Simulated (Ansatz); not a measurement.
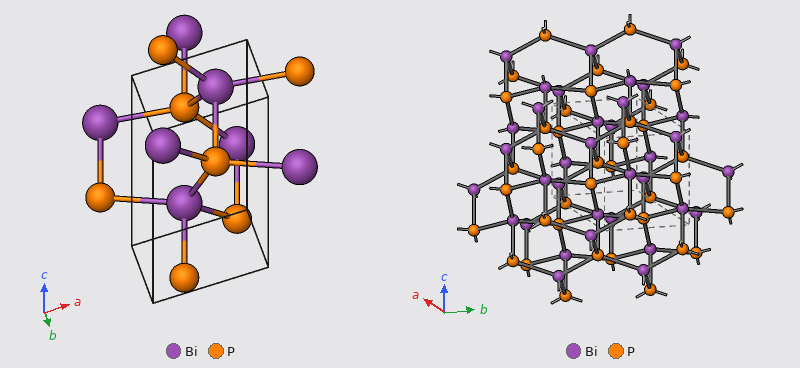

Left: the structure. Right: its underlying net. Nodes are coloured by element. Short stubs are edges that leave the cut-out.

The compound is BiP (space group P6_3mc, No. 186), taken as the end point of a relaxation with DFT PBE, scalar-relativistic, plane waves, PAW in Ansatz 0.2.0; the starting structure was generated, so it need not be a known form of this composition.

Bonds are taken as Bi–P below 3.2 Å; no other contact counts. The graph is simplified in the usual way: terminal and isolated atoms are pruned, two-connected atoms become edges.

The result is a uninodal 4-connected, three-periodic net: Bi and P are 4-connected nodes. It is the lon net, known from lonsdaleite, wurtzite and tridymite. It is a single net, without interpenetration.

```tsv
node	links	point symbol	coordination sequence
Bi and P	4	6⁶	4 12 25 44 67 96 130 170 214 264
```
